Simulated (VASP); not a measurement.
Band structure of Hf (space group P6/mmm). These are r2SCAN meta-GGA, VASP's PBE PAW potentials (set 64) (plane waves; VASP) values and carry that method's errors.

Unless said otherwise, spin-orbit coupling is left out, though it shifts the bands of the heavy elements here.

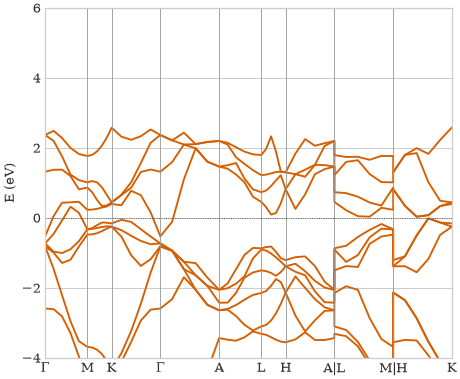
Fig. 1. Bands along high-symmetry lines, zero at the valence-band maximum or, without a gap, the Fermi level

Read the plot: is there a gap, and where are the band edges?

It has no gap at this level: it comes out as a metal or semimetal.

The structure comes from a computed database's Hf entry (P6/mmm); how it stands against other phases isn't given here. It was relaxed first.
